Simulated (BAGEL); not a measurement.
# SiH4S2 (SMILES S[SiH2]S): HF/def2-SVPD (density fitting with qzvpp-jkfit)

Aim: the vertical ionisation energy of SiH4S2 at HF/def2-SVPD (density fitting with qzvpp-jkfit), from 2 runs. 

The calculation is run with BAGEL 1.2.2.

1 further run of the same task is left out (it didn't finish).

## (1) The structure to begin with

SiH4S2: 7 atoms, total charge 0, spin state singlet. SMILES: `S[SiH2]S`. The coordinates come from a PBE0-D4/def2-TZVP relaxation. This is one conformer, not always the lowest.

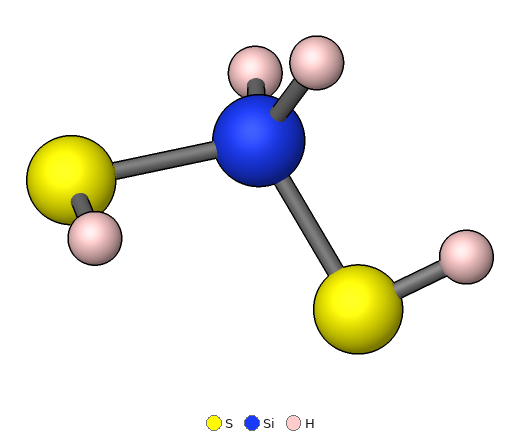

The structure, seen from a chosen angle (sulfur yellow, silicon blue, hydrogen pink).

## (2) The energy at HF/def2-SVPD (density fitting with qzvpp-jkfit)

calc.json

```json
{ "bagel" : [

{
  "title" : "molecule",
  "basis" : "def2-svpd.json",
  "df_basis" : "qzvpp-jkfit",
  "angstrom" : true,
  "geometry" : [
    { "atom" : "S", "xyz" : [   -1.440900,   -0.940100,   -0.544900 ] },
    { "atom" : "Si", "xyz" : [    0.000300,    0.422900,    0.249000 ] },
    { "atom" : "S", "xyz" : [    1.560800,   -0.688700,    1.171400 ] },
    { "atom" : "H", "xyz" : [   -1.898600,   -0.065600,   -1.458200 ] },
    { "atom" : "H", "xyz" : [    0.481300,    1.287400,   -0.857000 ] },
    { "atom" : "H", "xyz" : [   -0.535500,    1.264600,    1.345400 ] },
    { "atom" : "H", "xyz" : [    1.893800,   -1.348500,    0.048400 ] }
  ]
},
{ "title" : "hf" },
{ "title" : "print", "file" : "orbitals.molden", "orbitals" : true }

]}
```

The basis set def2-SVPD is read from a file made from the Basis Set Exchange's data (not shown).

Launch:

```sh
BAGEL_NUM_THREADS=1 BAGEL calc.json > calc.out
```

Standard output:

```text
* using 1 threads per process

  ===============================================================
  ===============================================================

  *** Geometry ***

  { "atom" : "S", "xyz" : [     -2.722906,     -1.776532,     -1.029712 ] },
  { "atom" : "Si", "xyz" : [      0.000567,      0.799165,      0.470542 ] },
  { "atom" : "S", "xyz" : [      2.949485,     -1.301454,      2.213625 ] },
  { "atom" : "H", "xyz" : [     -3.587834,     -0.123966,     -2.755599 ] },
  { "atom" : "H", "xyz" : [      0.909525,      2.432833,     -1.619495 ] },
  { "atom" : "H", "xyz" : [     -1.011948,      2.389748,      2.542438 ] },
  { "atom" : "H", "xyz" : [      3.578763,     -2.548296,      0.091463 ] },

  Number of auxiliary basis functions:      456

  Since a DF basis is specified, we compute 2- and 3-index integrals:
    o Being stored without compression. Storage requirement is 0.044 GB

  Number of basis functions:      110
  Number of electrons      :       50

    * METHOD: MOLECULE                             0.23

  *** RHF ***

  === Nuclear Repulsion ===
   195.3752361594

      * DIIS with orbital gradients will be used.

  === RHF iteration (def2-svpd.json) ===
      0      -1085.96525926          0.00890137           0.11
      1      -1086.03858306          0.00375504           0.10
      2      -1086.04903050          0.00111268           0.11
      3      -1086.05043695          0.00019671           0.11
      4      -1086.05048260          0.00007102           0.11
      5      -1086.05048889          0.00001501           0.10
      6      -1086.05048918          0.00000352           0.10
      7      -1086.05048919          0.00000115           0.10
      8      -1086.05048919          0.00000039           0.11
      9      -1086.05048920          0.00000016           0.11
     10      -1086.05048920          0.00000006           0.11
     11      -1086.05048920          0.00000002           0.10
     12      -1086.05048920          0.00000001           0.11
    * SCF iteration converged.

    * Permanent dipole moment:
           (    0.037568,    -0.410353,     0.514889) a.u.

    * METHOD: HF                                   1.58

    * METHOD: PRINT                                0.03

  ===============================================================
```

It took 2 s on 1 thread of Arm Neoverse V1, shared host; peak memory 0.14 GiB.

## (3) The doublet cation, same level

calc.json, as its differences from that of step 2:

```diff
@@ -17,3 +17,3 @@
 },
-{ "title" : "hf" },
+{ "title" : "uhf", "charge" : 1, "nopen" : 1 },
 { "title" : "print", "file" : "orbitals.molden", "orbitals" : true }
```

The basis set def2-SVPD is read from a file made from the Basis Set Exchange's data (not shown).

Launch:

```sh
BAGEL_NUM_THREADS=1 BAGEL calc.json > calc.out
```

Standard output:

```text
* using 1 threads per process

  ===============================================================
  ===============================================================

  *** Geometry ***

  { "atom" : "S", "xyz" : [     -2.722906,     -1.776532,     -1.029712 ] },
  { "atom" : "Si", "xyz" : [      0.000567,      0.799165,      0.470542 ] },
  { "atom" : "S", "xyz" : [      2.949485,     -1.301454,      2.213625 ] },
  { "atom" : "H", "xyz" : [     -3.587834,     -0.123966,     -2.755599 ] },
  { "atom" : "H", "xyz" : [      0.909525,      2.432833,     -1.619495 ] },
  { "atom" : "H", "xyz" : [     -1.011948,      2.389748,      2.542438 ] },
  { "atom" : "H", "xyz" : [      3.578763,     -2.548296,      0.091463 ] },

  Number of auxiliary basis functions:      456

  Since a DF basis is specified, we compute 2- and 3-index integrals:
    o Being stored without compression. Storage requirement is 0.044 GB

  Number of basis functions:      110
  Number of electrons      :       50

    * METHOD: MOLECULE                             0.23

  *** Open-shell HF ***

  === Nuclear Repulsion ===
   195.3752361594

      * DIIS with orbital gradients will be used.

  === UHF iteration (def2-svpd.json) ===
      0      -1085.57723484          0.02089490           0.22
      1      -1085.67593115          0.00945148           0.22
      2      -1085.69615939          0.00422471           0.21
      3      -1085.70219876          0.00174790           0.21
      4      -1085.70742793          0.00129986           0.21
      5      -1085.71001937          0.00117820           0.21
      6      -1085.71502570          0.00085676           0.21
      7      -1085.71807318          0.00048373           0.21
      8      -1085.71795835          0.00081547           0.22
      9      -1085.71870544          0.00028533           0.21
     10      -1085.71887950          0.00028228           0.21
     11      -1085.71902293          0.00009046           0.21
     12      -1085.71904289          0.00005514           0.22
     13      -1085.71905190          0.00003303           0.21
     14      -1085.71905610          0.00001311           0.21
     15      -1085.71905651          0.00000366           0.21
     16      -1085.71905655          0.00000156           0.21
     17      -1085.71905655          0.00000082           0.21
     18      -1085.71905656          0.00000051           0.20
     19      -1085.71905656          0.00000020           0.21
     20      -1085.71905656          0.00000010           0.21
     21      -1085.71905656          0.00000006           0.21
     22      -1085.71905656          0.00000004           0.21
     23      -1085.71905656          0.00000002           0.21
     24      -1085.71905656          0.00000001           0.22
     25      -1085.71905656          0.00000001           0.22
    * SCF iteration converged.

    * S^2 (UHF) is 0.7631

    * Permanent dipole moment:
           (    1.671571,    -0.126074,     1.458850) a.u.

    * METHOD: UHF                                  5.74

    * METHOD: PRINT                                0.03

  ===============================================================
```

Wall time 6.3 s (1 thread of Arm Neoverse V1, shared host); peak memory 0.14 GiB.

## (4) Outcome

At HF/def2-SVPD (density fitting with qzvpp-jkfit):

| quantity | value |
| --- | --- |
| singlet SiH4S2: total energy | -1086.05049 Eh |
| singlet SiH4S2: dipole moment | 1.68 D |
| singlet SiH4S2: HOMO energy | -10.35 eV |
| singlet SiH4S2: LUMO energy | 2.08 eV |
| singlet SiH4S2: HOMO–LUMO gap | 12.42 eV |
| doublet cation: total energy | -1085.71906 Eh |
| doublet cation: ⟨S²⟩ | 0.763 |
| vertical ionisation energy (to the doublet cation) | 9.019 eV |

What this shows: Removing an electron at fixed nuclei costs 9.02 eV (208 kcal/mol). −ε(HOMO) before ionisation, 10.35 eV, is 1.33 eV above this ionisation energy.
